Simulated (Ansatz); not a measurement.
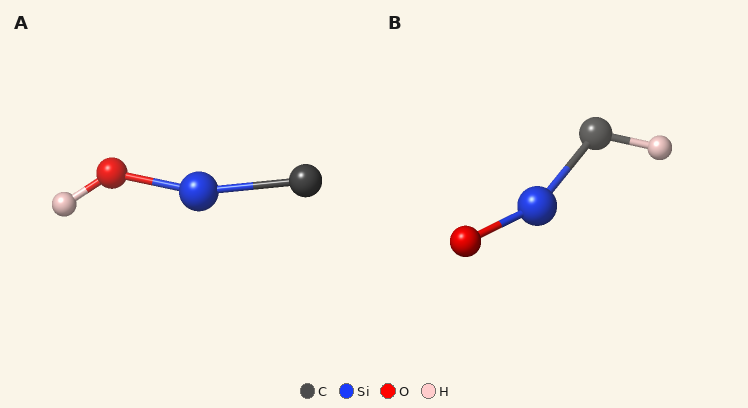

2 stationary structures of one formula. State: charge +1, singlet. Geometries: PBE0-D4/def2-TZVP. Electronic energies: RHF-CCSD(T) (frozen core)/def2-TZVPP (Ansatz 0.2.0), without zero-point energy. No frequency run is at hand to confirm each as a minimum.

> Which is lowest in energy, and by how much?

B is lowest; A lies 53.0 kJ/mol above it.

Give E(B) − E(A) in kJ/mol at these levels too: RHF-CCSD(T) (frozen core)/def2-TZVPP; PBE-D4/def2-TZVPP; PBE0-D4/def2-TZVP; B3LYP-D4/def2-TZVPP; PBE0-D4/def2-TZVPP; r2SCAN-D4/def2-TZVPP; ωB97M-V/def2-TZVPP.

```json
{"level": "RHF-CCSD(T) (frozen core)/def2-TZVPP", "E(B) − E(A) (kJ/mol)": "−53.0"}
{"level": "PBE-D4/def2-TZVPP", "E(B) − E(A) (kJ/mol)": "−74.9"}
{"level": "PBE0-D4/def2-TZVP", "E(B) − E(A) (kJ/mol)": "−62.4"}
{"level": "B3LYP-D4/def2-TZVPP", "E(B) − E(A) (kJ/mol)": "−63.9"}
{"level": "PBE0-D4/def2-TZVPP", "E(B) − E(A) (kJ/mol)": "−59.5"}
{"level": "r2SCAN-D4/def2-TZVPP", "E(B) − E(A) (kJ/mol)": "−75.7"}
{"level": "ωB97M-V/def2-TZVPP", "E(B) − E(A) (kJ/mol)": "−54.3"}
```
